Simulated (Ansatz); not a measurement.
CH₄: molecular dynamics (part 5 of 5)

The same run, continued: CH₄ (disordered cell, 40 atoms in the cell); DFT PBEsol, scalar-relativistic, plane waves, PAW, no spin polarisation (Ansatz 0.2.0); cutoff 420 eV, 1×1×1 k-mesh, Fermi–Dirac smearing of 0.05 eV. It belongs to a series of runs on one base structure; here: dynamics from the start.

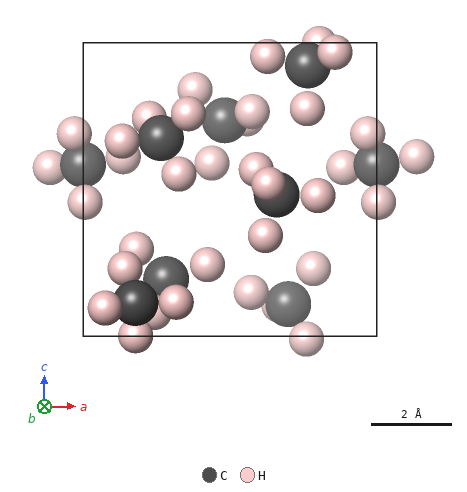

Fig. 1: The geometry at step 300 of the log (spheres-only view of the cell of the calculation, along the b axis).

Trajectory as extended XYZ, continued
```
40
Lattice="7.3877 0.0000 0.0000 0.0000 7.3877 0.0000 0.0000 0.0000 7.3877" Properties=species:S:1:pos:R:3:forces:R:3 step=300 time_fs=150.0 energy=-2482.05616 temperature=231.1
C     3.5641    6.0164    5.4357    0.1797   1.6674  -1.5320
H     2.8142    5.9972    6.2062   -0.8550   0.0904   0.1115
H     4.2538    5.2566    5.6535    1.1861  -1.4066   0.2477
H     4.1266    6.9760    5.4739   -0.3620  -0.3745   0.3058
H     3.2394    5.9324    4.3599   -0.2567  -0.1634   0.9819
C    -0.0051    5.5663    4.3207    0.4399   0.3142  -0.7878
H     1.0071    5.9983    4.5191   -0.7918   0.0441  -0.1664
H    -0.2260    4.8554    5.0957   -0.2456  -0.4779   0.6605
H     0.0464    4.9955    3.3725   -0.0118   0.2229   0.1579
H    -0.8310    6.3034    4.2470    0.5054  -0.0726   0.0840
C     5.6555    2.9689    6.8174    0.9984  -1.3463   0.5729
H     5.9427    3.8802    7.3687   -0.0764  -0.0098  -0.6404
H     4.6426    2.6842    7.0441   -0.7603  -0.1308   0.6620
H     6.3364    2.1216    7.1504   -0.6296   0.7864  -0.2381
H     5.6411    2.9316    5.7294    0.5562   0.7580  -0.3069
C     1.9545    2.4333    4.9888   -1.1264   1.4654   0.7719
H     1.6636    3.3711    5.4860    0.3377   0.1677   0.3141
H     2.6463    1.9071    5.6016    0.5690  -0.7217   0.6261
H     2.4072    2.7562    4.0815    0.1987  -0.1388  -1.1257
H     0.9817    1.9670    4.9107   -0.1852  -0.8010  -0.5073
C     5.1610    6.7771    0.8072   -0.1892  -0.4334   1.7271
H     5.7994    6.5692    1.7021   -0.0048   0.3296  -0.5427
H     4.2289    6.2628    1.1035    0.0341  -0.0992  -0.4970
H     5.6202    6.3206   -0.0726   -0.1212   0.2795  -0.1935
H     4.9231    7.8546    0.7859    0.3634  -0.2841  -0.4209
C     4.8686    1.3550    3.5669   -1.4830   0.0661   0.0199
H     4.5853    1.5204    2.5358   -0.4888   0.0143  -0.4882
H     4.3554    2.1243    4.1945    0.5086  -0.7744  -0.2016
H     5.9090    1.4367    3.5398    2.1236   0.5188   0.3474
H     4.6719    0.3049    3.8263   -0.4113   0.3378   0.0893
C     1.3134    7.6809    0.8370    0.8720   1.9954   0.1978
H     0.5526    6.9585    0.7085   -0.7951  -0.9918  -0.2872
H     2.3392    7.2777    0.8561   -0.3466  -0.0193   0.4035
H     1.0530    8.3329    1.7041    0.4116  -0.6567  -0.0482
H     1.3182    8.4100    0.0122   -0.2262  -0.2993  -0.2968
C     2.0866    3.7129    1.4378    1.7160   1.3846  -0.0956
H     1.3379    3.5940    2.1894   -0.5057  -0.1356   0.9282
H     1.7918    3.1222    0.5987   -0.0682  -0.6149  -0.8267
H     3.1279    3.4080    1.8014   -1.2834   0.4041  -0.3761
H     2.0758    4.7939    1.1088    0.2234  -0.8943   0.3696
```

Summary

| quantity | value |
| --- | --- |
| outcome | finished |
| mean temperature over the second half | 227 K |
| trajectory | 300 steps, 150 fs |
| ensemble | nvt_langevin |
| temperature in the input | 250.0 K |
| time step | 0.5 fs |
| electrons treated | 64 |
| potential energy (free energy of the electrons) (last step) | −2482.0562 eV |
| Fermi energy (last step) | −1.640 eV |
| largest force (length of the vector) (last step) | 2.271 eV/Å |
| wall time | 8.7 min |
| peak memory | 0.39 GiB |

The input asks for low accuracy. The k-point mesh is coarse for a cell of this size, so the results may not be converged. So short a trajectory is not equilibrated. The logged temperature at the start can lie below the typed one, since it is counted over all degrees of freedom.
